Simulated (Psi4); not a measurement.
# Run report: NaRb, geometry relaxation (part 1 of 4)

NaRb, SMILES [Na][Rb], computed with SCAN/def2-TZVPPD, RKS, core potentials def2 (Psi4 1.11).

The geometry comes from this level: PBE0-D4/def2-TZVP.

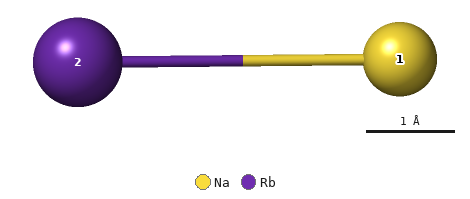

Figure 1. The input geometry (ball-and-stick view, seen on its broad side; atoms are numbered from 1 in the order of the input). Sticks mark near contacts.

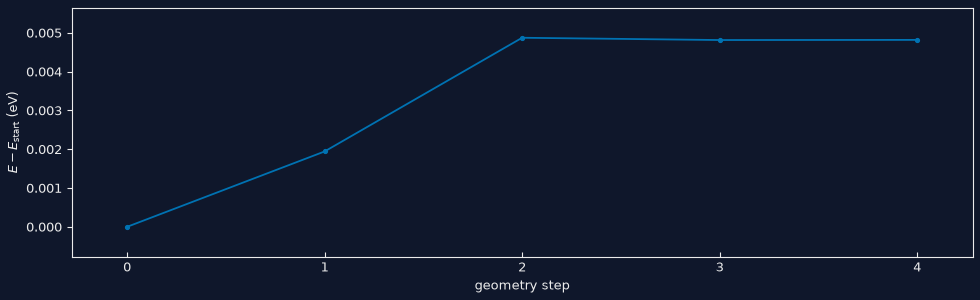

Figure 2. Progress of the relaxation, step by step (steps are counted from 0).

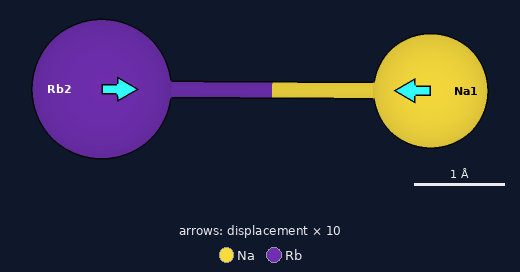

Figure 3. The starting structure with the displacements as teal arrows, magnified 10 times (ball-and-stick view, seen on its broad side). The two geometries are laid on each other by the best rigid fit. The largest moves after the best rigid fit, 0.042 Å, are those of Na1 and Rb2. By element the largest moves are Na 0.042 Å, Rb 0.042 Å. Among the contacts that change: Na1–Rb2 3.700 → 3.616 Å. After 4 geometry steps the energy has risen by 0.005 eV. Largest force component: 0.14 eV/Å at the start, 0.072 eV/Å at the end. (Atoms are counted from 1 in the order of the input.)

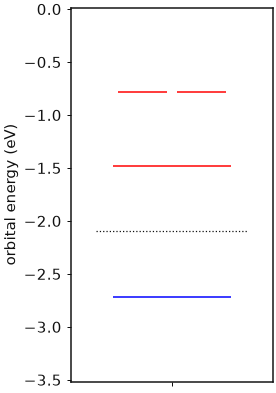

Figure 4. Orbital energies near the frontier; the dotted line parts filled from empty levels, and levels within 0.02 eV of each other stand side by side. Highest filled −2.71 eV, lowest empty −1.48 eV, 1.23 eV apart.

The input that produced these results follows, with the program's output.

**The input (narb.py)**
```python
import psi4

psi4.set_memory(1600000000)
psi4.set_num_threads(1)
psi4.core.set_output_file('psi4.out', False)

molecule = psi4.geometry("""
Na     0.000000     0.000000    -0.211020
Rb     0.000000     0.000000     3.489100
symmetry c1
""")

options = {'basis': 'def2-TZVPPD', 'reference': 'rks', 'puream': True, 'scf_type': 'pk', 'dft_radial_points': 99, 'dft_spherical_points': 590, 'g_convergence': 'gau_tight', 'geom_maxiter': 50}
psi4.set_options(options)

e, wfn = psi4.optimize('scan', molecule=molecule, return_wfn=True)
print('E =', round(e, 9))
print(molecule.to_string(dtype='xyz', units='Angstrom'))
for k, v in sorted(psi4.core.scalar_variables().items()):
    print(f'{k:45s} {v:18.10f}')
```

Launch command:
```bash
python narb.py
```

**The program's output**
```
gradient() will perform analytic gradient computation.

   => Loading Basis Set <=

    Name: DEF2-TZVPPD
    Role: ORBITAL
    Keyword: BASIS

    !!!  WARNING: ECP capability is in beta. Please check occupations closely.  !!!

         ---------------------------------------------------------
                                   SCF
                              RKS Reference
                        1 Threads,   1525 MiB Core
         ---------------------------------------------------------

  ==> Geometry <==

    Molecular point group: c1
    Full point group: C_inf_v

    Geometry (in Angstrom), charge = 0, multiplicity = 1:

       Center              X                  Y                   Z               Mass
    ------------   -----------------  -----------------  -----------------  -----------------
         NA           0.000000000000     0.000000000000    -2.911763410082    22.989769282000
         RB           0.000000000000     0.000000000000     0.788356589918    84.911789737900

  Running in c1 symmetry.

  Rotational constants: A = ************  B =      0.06806  C =      0.06806 [cm^-1]
  Rotational constants: A = ************  B =   2040.37829  C =   2040.37829 [MHz]
  Nuclear repulsion =   14.158606709060788

  Charge       = 0
  Multiplicity = 1
  Electrons    = 20
  Nalpha       = 10
  Nbeta        = 10

  ==> Algorithm <==

  SCF Algorithm Type is PK.
  DIIS enabled.
  MOM disabled.
  Fractional occupation disabled.
  Guess Type is SAD.
  Energy threshold   = 1.00e-08
  Density threshold  = 1.00e-08
  Integral threshold = 1.00e-12

  ==> Primary Basis <==

  Basis Set: DEF2-TZVPPD
    Blend: DEF2-TZVPPD
    Number of shells: 27
    Number of basis functions: 75
    Number of Cartesian functions: 84
    Spherical Harmonics?: true
    Max angular momentum: 3

  Core potential: DEF2-TZVPPD
    Number of shells: 4
    Number of ECP primitives: 10
    Number of ECP core electrons: 28
    Max angular momentum: 3

  ==> DFT Potential <==

   => LibXC <=

    Version 7.1.2

   => Composite Functional: SCAN <=

    Deriv               =              1
    GGA                 =           TRUE
    Meta                =           TRUE

    Exchange Hybrid     =          FALSE
    MP2 Hybrid          =          FALSE

   => Exchange Functionals <=

    1.0000   XC_MGGA_X_SCAN

   => Correlation Functionals <=

    1.0000   XC_MGGA_C_SCAN

   => LibXC Density Thresholds  <==

    XC_MGGA_C_SCAN:  1.00E-15
    XC_MGGA_X_SCAN:  1.00E-15

   => Molecular Quadrature <=

    Radial Scheme          =       TREUTLER
    Pruning Scheme         =           NONE
    Nuclear Scheme         =       TREUTLER

    Blocking Scheme        =         OCTREE
    BS radius alpha        =              1
    Pruning alpha          =              1
    Radial Points          =             99
    Spherical Points       =            590
    Total Points           =         111698
    Total Blocks           =           1114
    Max Points             =            256
    Max Functions          =             73
    Weights Tolerance      =       1.00E-15

  ==> Integral Setup <==

  Using in-core PK algorithm.
   Calculation information:
      Number of atoms:                   2
      Number of AO shells:              27
      Number of primitives:             44
      Number of atomic orbitals:        84
      Number of basis functions:        75

      Integral cutoff                 1.00e-12
      Number of threads:                 1

  Performing in-core PK
  Using 8125350 doubles for integral storage.
  We computed 67296 shell quartets total.
  Whereas there are 71631 unique shell quartets.

  ==> DiskJK: Disk-Based J/K Matrices <==

    J tasked:                  Yes
    K tasked:                   No
    wK tasked:                  No
    Memory [MiB]:              674
    Schwarz Cutoff:          1E-12

  Cached 100.0% of DFT collocation blocks in 0.459 [GiB].

  Minimum eigenvalue in the overlap matrix is 1.3538743326E-03.
  Reciprocal condition number of the overlap matrix is 3.2280023485E-04.
    Using symmetric orthogonalization.

  ==> Pre-Iterations <==

  SCF Guess: Superposition of Atomic Densities via on-the-fly atomic UHF (no occupation information).

   -------------------------
    Irrep   Nso     Nmo
   -------------------------
     A         75      75
   -------------------------
    Total      75      75
   -------------------------

  ==> Iterations <==

                        Total Energy        Delta E     RMS |[F,P]|

   @RKS iter SAD:  -185.87763756577365   -1.85878e+02   0.00000e+00
   @RKS iter   1:  -186.32816736040951   -4.50530e-01   3.22912e-03 DIIS/ADIIS
   @RKS iter   2:  -186.35300531224698   -2.48380e-02   2.47180e-03 DIIS/ADIIS
   @RKS iter   3:  -186.37919703472227   -2.61917e-02   3.42344e-04 DIIS/ADIIS
   @RKS iter   4:  -186.38028551391989   -1.08848e-03   2.91200e-04 DIIS/ADIIS
   @RKS iter   5:  -186.38152868031000   -1.24317e-03   2.88702e-05 DIIS
   @RKS iter   6:  -186.38154263437815   -1.39541e-05   1.04338e-05 DIIS
   @RKS iter   7:  -186.38154426173605   -1.62736e-06   4.44395e-06 DIIS
   @RKS iter   8:  -186.38154443886685   -1.77131e-07   8.24471e-07 DIIS
   @RKS iter   9:  -186.38154445124687   -1.23800e-08   2.27018e-07 DIIS
   @RKS iter  10:  -186.38154445208997   -8.43102e-10   8.28354e-08 DIIS
   @RKS iter  11:  -186.38154445226849   -1.78517e-10   1.58844e-08 DIIS
   @RKS iter  12:  -186.38154445227480   -6.30962e-12   3.49188e-09 DIIS
  Energy and wave function converged.

  ==> Post-Iterations <==

   Electrons on quadrature grid:
      Ntotal   =   20.0000001782 ; deviation = 1.782e-07

    Orbital Energies [Eh]
    ---------------------

    Doubly Occupied:

       1A    -38.188596     2A     -2.144915     3A     -1.233388
       4A     -1.061322     5A     -1.061269     6A     -1.061269
       7A     -0.610539     8A     -0.610539     9A     -0.609040
      10A     -0.099173

    Virtual:

      11A     -0.055188    12A     -0.028395    13A     -0.028395
      14A     -0.008837    15A      0.007211    16A      0.007211
      17A      0.020867    18A      0.031033    19A      0.031057
      20A      0.048342    21A      0.048342    22A      0.052167
      23A      0.063325    24A      0.075287    25A      0.075287
      26A      0.082973    27A      0.089306    28A      0.094095
      29A      0.094095    30A      0.102826    31A      0.103022
      32A      0.114730    33A      0.114730    34A      0.135516
      35A      0.140045    36A      0.204104    37A      0.204107
      38A      0.212318    39A      0.212318    40A      0.234702
      41A      0.259750    42A      0.259750    43A      0.297104
      44A      0.329914    45A      0.329920    46A      0.332277
      47A      0.332277    48A      0.384374    49A      0.585063
      50A      0.585063    51A      0.607305    52A      0.712473
      53A      1.085271    54A      1.085287    55A      1.108550
      56A      1.108550    57A      1.151223    58A      1.254962
      59A      1.254962    60A      1.309698    61A      1.885758
      62A      1.885758    63A      1.886716    64A      1.886718
      65A      1.889173    66A      1.889173    67A      1.897961
      68A      3.551741    69A      5.734372    70A      5.734383
      71A      5.744366    72A      5.744366    73A      5.765216
      74A     13.060122    75A     39.291700

    Final Occupation by Irrep:
              A
    DOCC [    10 ]
    NA   [    10 ]
    NB   [    10 ]

  @RKS Final Energy:  -186.38154445227480

   => Energetics <=

    Nuclear Repulsion Energy =             14.1586067090607877
    One-Electron Energy =                -296.0624597274798475
    Two-Electron Energy =                 113.6604918428159010
    DFT Exchange-Correlation Energy =     -18.1381832766716329
    Empirical Dispersion Energy =           0.0000000000000000
    VV10 Nonlocal Energy =                  0.0000000000000000
    Total Energy =                       -186.3815444522747953

Computation Completed

Properties will be evaluated at   0.000000,   0.000000,   0.000000 [a0]

Properties computed using the SCF density matrix

 Multipole Moments:

 ------------------------------------------------------------------------------------
     Multipole            Electronic (a.u.)      Nuclear  (a.u.)        Total (a.u.)
 ------------------------------------------------------------------------------------

 L = 1.  Multiply by 2.5417464519 to convert [e a0] to [Debye]
 Dipole X            :         -0.0000000            0.0000000           -0.0000000
 Dipole Y            :          0.0000000            0.0000000            0.0000000
 Dipole Z            :         48.5410565          -47.1187869            1.4222697
 Magnitude           :                                                    1.4222697

 ------------------------------------------------------------------------------------

	total time  =          8 seconds =       0.13 minutes

         ------------------------------------------------------------
                                   SCF GRAD
         ------------------------------------------------------------

  ==> Geometry <==

    Molecular point group: c1
    Full point group: C_inf_v

    Geometry (in Angstrom), charge = 0, multiplicity = 1:

       Center              X                  Y                   Z               Mass
    ------------   -----------------  -----------------  -----------------  -----------------
         NA           0.000000000000     0.000000000000    -2.911763410082    22.989769282000
         RB           0.000000000000     0.000000000000     0.788356589918    84.911789737900

  Nuclear repulsion =   14.158606709060788

  ==> Basis Set <==

  Basis Set: DEF2-TZVPPD
    Blend: DEF2-TZVPPD
    Number of shells: 27
    Number of basis functions: 75
    Number of Cartesian functions: 84
    Spherical Harmonics?: true
    Max angular momentum: 3

  Core potential: DEF2-TZVPPD
    Number of shells: 4
    Number of ECP primitives: 10
    Number of ECP core electrons: 28
    Max angular momentum: 3

  ==> DirectJKGrad: Integral-Direct SCF Gradients <==

    Gradient:                    1
    J tasked:                  Yes
    K tasked:                   No
    wK tasked:                  No
    Integrals threads:           1
    Schwarz Cutoff:          1E-12

   => Molecular Quadrature <=

    Radial Scheme          =       TREUTLER
    Pruning Scheme         =           NONE
    Nuclear Scheme         =       TREUTLER

    Blocking Scheme        =         OCTREE
    BS radius alpha        =              1
    Pruning alpha          =              1
    Radial Points          =             99
    Spherical Points       =            590
    Total Points           =         111698
    Total Blocks           =           1114
    Max Points             =            256
    Max Functions          =             73
    Weights Tolerance      =       1.00E-15

  -Total Gradient:
     Atom            X                  Y                   Z
    ------   -----------------  -----------------  -----------------
       1       -0.000000000002     0.000000000003    -0.002694744846
       2        0.000000000000    -0.000000000000    -0.000161750174

	total time  =          2 seconds =       0.03 minutes

    			-----------------------------------------

    			 OPTKING 3.0: for geometry optimizations

    			        with contributions from

    			-----------------------------------------

	                            ===> Fragment 1 <==

	 Z (Atomic Numbers)          Masses                          Geom
	      11.000000            22.989769          0.00000000  0.00000000 -5.50243539
	      37.000000            84.911790          0.00000000  0.00000000  1.48977804

	 - Coordinate -           - BOHR/RAD -       - ANG/DEG -
	 R(1,2)           =         6.992213           3.700120

	        --- Internal Coordinate Step in ANG or DEG, aJ/ANG or AJ/DEG ---
	-------------------------------------------------------------------------------
	           Coordinate      Previous         Force          Change          New
	           ----------      --------        ------          ------        ------
	               R(1,2)       3.70012       -0.01043       -0.04580       3.65432
	-------------------------------------------------------------------------------

	                                 ==> Convergence Check <==

	Measures of convergence in internal coordinates in au.

	Criteria marked as inactive (o), active & met (*), and active & unmet ( ).

	----------------------------------------------------------------------------------------------~
	   Step    Total Energy     Delta E     Max Force     RMS Force      Max Disp      RMS Disp   ~
	----------------------------------------------------------------------------------------------~
	  Convergence Criteria              o    1.50e-05 *    1.00e-05 *    6.00e-05 *    4.00e-05 *~
	----------------------------------------------------------------------------------------------~
	     1    -186.38154445   -1.86e+02 o    1.27e-03      1.27e-03      8.66e-02      8.66e-02    ~
	----------------------------------------------------------------------------------------------

Next Geometry in Ang
	Fragment 1 (Ang)

	   Na   0.0000000000   0.0000000000  -2.8888615408
	   Rb   0.0000000000   0.0000000000   0.7654547206

    Structure for next step:
    Molecular point group: c1
    Full point group: C_inf_v

    Geometry (in Angstrom), charge = 0, multiplicity = 1:

    NA           0.000000000000     0.000000000000    -2.875718727704
    RB           0.000000000000     0.000000000000     0.778597533675

gradient() will perform analytic gradient computation.

  ==> Geometry <==

    Molecular point group: c1
    Full point group: C_inf_v

    Geometry (in Angstrom), charge = 0, multiplicity = 1:
```
